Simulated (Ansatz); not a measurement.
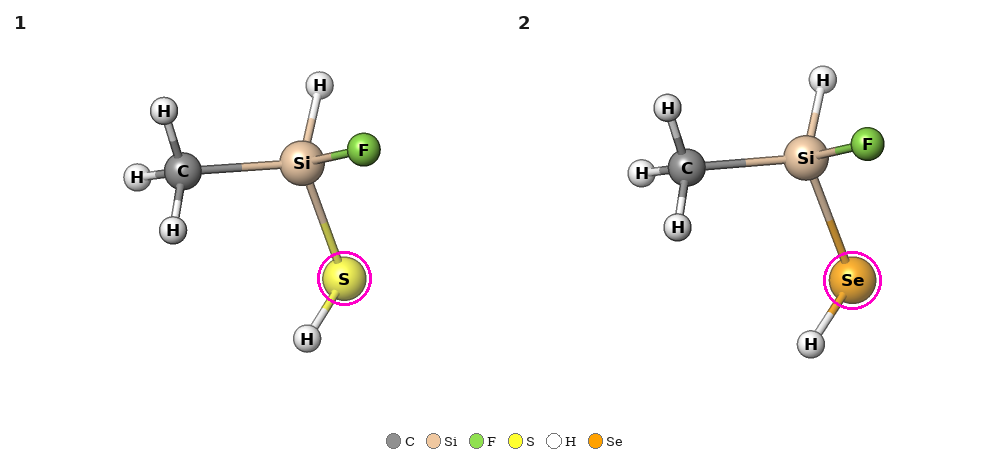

2 molecules with one skeleton, seen from the same side and at one scale; the atom that differs is circled. Each species is neutral and a spin singlet. Computed geometries: PBE0-D4/def2-TZVP optimisations, one conformation each. Properties computed with Ansatz 0.2.0.

One atom differs, called X below: S in panel 1, Se in panel 2. Their formulas are CH5FSSi (`C[Si@@H](F)S`), CH5FSeSi (`C[Si@@H](F)[SeH]`).

Question: In which is the HOMO energy (Kohn–Sham orbital) higher (CAM-B3LYP-D4/def2-TZVPP)?

Answer: In panel 2 (X = Se).

Question: In which is the HOMO–LUMO gap larger (CAM-B3LYP-D4/def2-TZVPP)?

Answer: In panel 1 (X = S).

Give the values. With PBE0-D4/def2-TZVP: length of X–H (Å), length of X–Si (Å), angle Si–X–H (°), harmonic zero-point energy (kJ/mol). With CAM-B3LYP-D4/def2-TZVPP: HOMO energy (Kohn–Sham orbital) (eV), HOMO–LUMO gap (eV). With r2SCAN-D4/def2-TZVPP: dipole moment (D).

```
                            quantity  1 (S)  2 (Se)   2 − 1
                   length of X–H (Å)  1.344   1.469  +0.125
                  length of X–Si (Å)  2.125   2.267  +0.142
                    angle Si–X–H (°)   94.5    92.9    −1.6
HOMO energy (Kohn–Sham orbital) (eV)  −9.12   −8.59   +0.53
                  HOMO–LUMO gap (eV)  10.45    9.62   −0.83
                   dipole moment (D)   2.04    1.96   −0.08
 harmonic zero-point energy (kJ/mol)  153.0   149.5    −3.5
```
